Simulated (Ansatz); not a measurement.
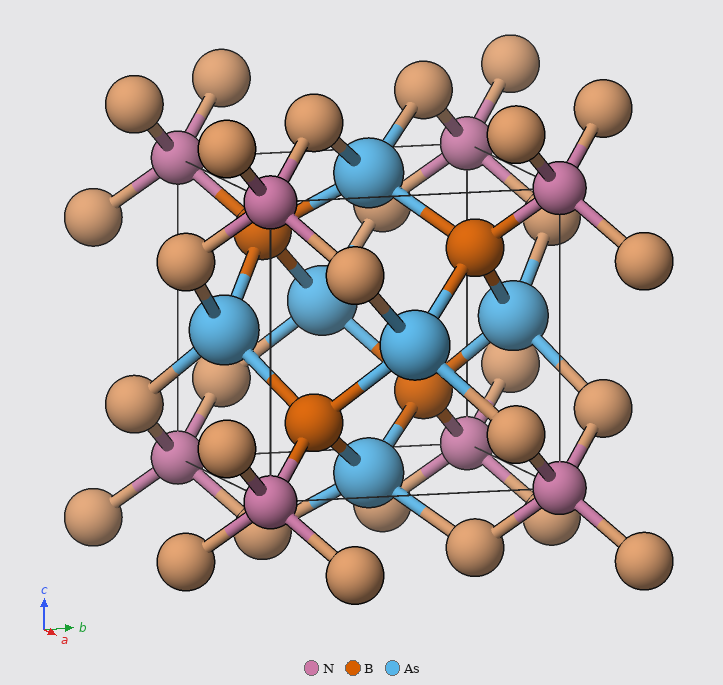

A ball-and-stick rendering, viewed slightly off an axis. The lines enclose the conventional unit cell; boundary atoms appear with their images. The bonded neighbours beyond the faces are included, in fainter colours.

B₄As₃N, space group P-43m (No. 215), a = 4.515 Å, b = 4.515 Å, c = 4.515 Å, α = 90.00°, β = 90.00°, γ = 90.00°. Origin of the cell: a structure type filled with these elements by a generator (whether the compound takes this form wasn't checked). Earlier steps of the study, as a rule a relaxation of our own, may have changed the cell and positions, so they can lie some per cent off the listed ones. A calculation with Ansatz used it as input.

This one geometry was computed with Ansatz (DFT, plane waves, PAW) at five levels of theory: HSE06, PBE0, PBE, r2SCAN and PBE with spin-orbit coupling. It was relaxed beforehand with r2SCAN.

Q: Which level gives the highest pressure at this volume, and what does that say about its equilibrium volume?

A: Highest: PBE (2.2 GPa) and PBE with spin-orbit coupling (2.2 GPa), which points to the largest equilibrium volume. Lowest, with the smallest volume: HSE06 (-1.7 GPa) and PBE0 (-1.8 GPa). Levels within 0.5 GPa of each other can't be told apart.

Q: How does the band gap change with the level of theory?

A: PBE with spin-orbit coupling: a gap of 0.17 eV, indirect; PBE: a gap of 0.24 eV, indirect; r2SCAN: a gap of 0.30 eV, indirect; HSE06: a gap of 0.96 eV, indirect; PBE0: a gap of 1.65 eV, indirect.

Q: Collect the results in a table.

A:
| level | cutoff (eV) | k-mesh of the run's cell | gap (eV) | pressure (GPa) |
| --- | --- | --- | --- | --- |
| HSE06 | 420 | 4×4×4 | 0.96 | -1.7 |
| PBE0 | 420 | 4×4×4 | 1.65 | -1.8 |
| PBE | 420 | 6×6×6 | 0.24 | 2.2 |
| r2SCAN | 500 | 6×6×6 | 0.30 | 0.0 |
| PBE with spin-orbit coupling | 420 | 6×6×6 | 0.17 | 2.2 |

Gaps are taken on the k-mesh or band path of each run.
